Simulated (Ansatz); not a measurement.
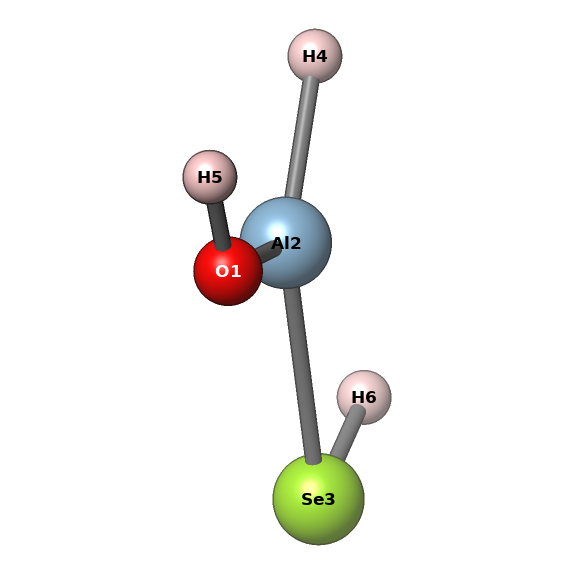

Al2 lies behind O1. The molecule seen a little off the O1–Al2 bond, O1 in front. Distant atoms are faded towards the background colour. The computed structure is the end point of a PBE0-D4/def2-TZVP optimisation. No frequency run is at hand to confirm it as a minimum.

### What is the torsion angle H5–O1–Al2–Se3? The sign is positive where the front bond must turn clockwise to cover the back bond.

180°, antiperiplanar (anti).
